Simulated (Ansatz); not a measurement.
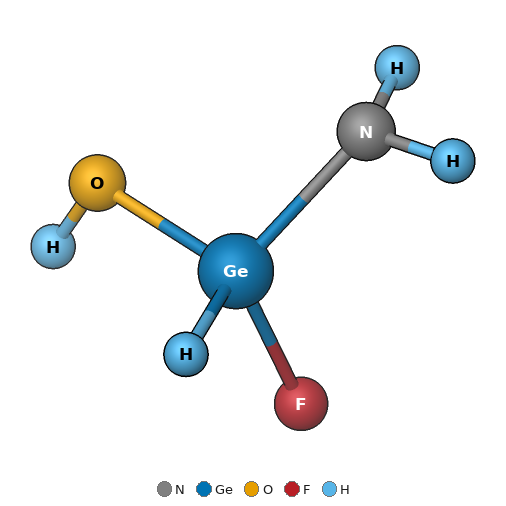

Ball-and-stick drawing of a structure.

**What is the molecular formula?**

FGeH₄NO, 8 atoms: 1 fluorine, 1 germanium, 4 hydrogen, 1 nitrogen and 1 oxygen.

**How many sets of symmetry-equivalent atoms are there?**

8: 1 N, 1 Ge, 1 O, 1 F, 1 H, 1 H, 1 H, 1 H.

**What is the point group of this geometry?**

C1.

The parts below concern this one geometry. Atoms keep their numbers from picture to picture. The geometry was computed by an optimisation with PBE0-D4/def2-TZVP.

## Thermal motion

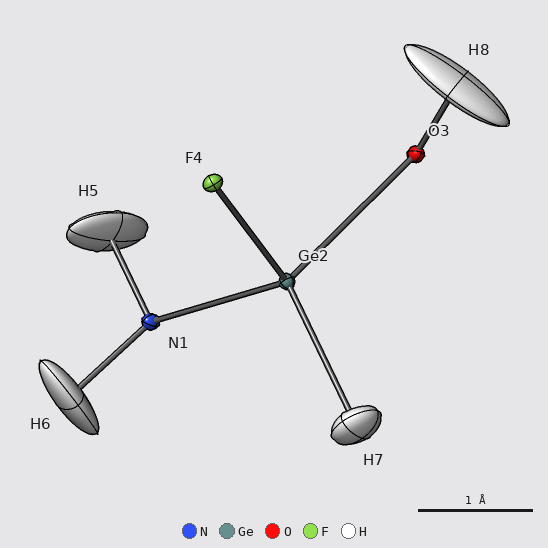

Displacement ellipsoids at the 50 % level, from the internal vibrations of the free molecule (harmonic, no overall translation or rotation; no half-axis is drawn under 0.075 Å). Vibrations computed with RKS PBE0-D4/def2-TZVP (Ansatz 0.2.0). Temperature: 200 K.

**Which atom has the largest mean-square displacement?**

H8, with U_eq = 0.0561 Å².

**Does H8 move more along its bond or across it?**

Across it: the root-mean-square amplitude is 0.087 Å along the bond and up to 0.370 Å across, since bending and torsion are softer than stretching.

Give the displacement parameters, one line for each set of equivalent atoms.

| atom | U_eq (Å²) | rms amplitudes (Å) |
| --- | --- | --- |
| N1 | 0.0023 | 0.033, 0.046, 0.061 |
| Ge2 | 0.00032 | 0.017, 0.017, 0.020 |
| O3 | 0.0025 | 0.033, 0.047, 0.065 |
| F4 | 0.0021 | 0.030, 0.043, 0.058 |
| H5 | 0.0377 | 0.074, 0.157, 0.288 |
| H6 | 0.0379 | 0.082, 0.155, 0.288 |
| H7 | 0.0185 | 0.088, 0.152, 0.157 |
| H8 | 0.0561 | 0.080, 0.157, 0.370 |

## Vibrations

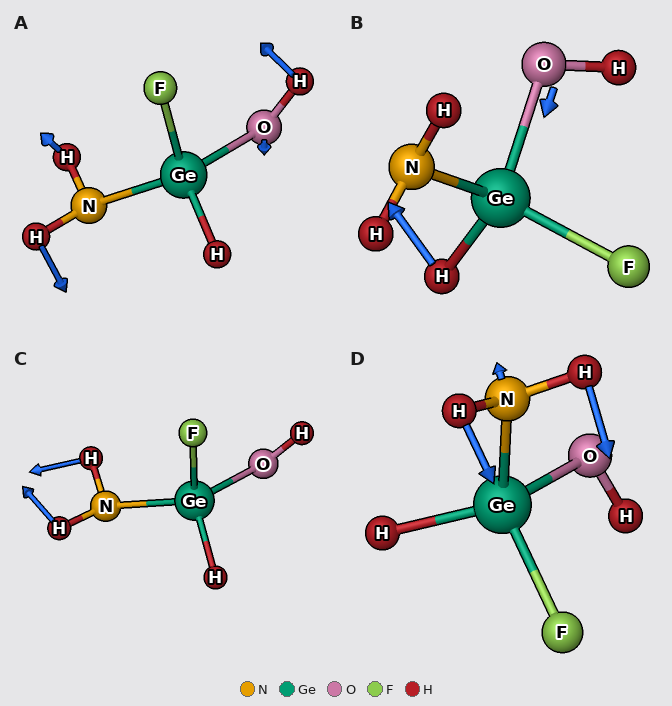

4 normal modes of one molecule or complex, as arrows. Harmonic vibrations computed with RKS PBE0-D4/def2-TZVP (Ansatz 0.2.0) at a stationary point of the same level.

**Match the panels to the wavenumbers 288 cm⁻¹, 469 cm⁻¹, 746 cm⁻¹, 1573 cm⁻¹.**

A: 288 cm⁻¹
B: 746 cm⁻¹
C: 1573 cm⁻¹, H–N–H bending
D: 469 cm⁻¹, Ge–N–H bending

## Levels of theory compared

Program: Ansatz 0.2.0.

Tabulate dipole (D), HOMO energy (eV) at these levels: B3LYP-D4/def2-TZVPP; PBE-D4/def2-TZVPP; r2SCAN-D4/def2-TZVPP; ωB97M-V/def2-TZVPP.

```csv
level,dipole (D),HOMO energy (eV)
B3LYP-D4/def2-TZVPP,0.91,−7.87
PBE-D4/def2-TZVPP,0.87,−6.60
r2SCAN-D4/def2-TZVPP,0.88,−6.94
ωB97M-V/def2-TZVPP,0.91,−10.56
```
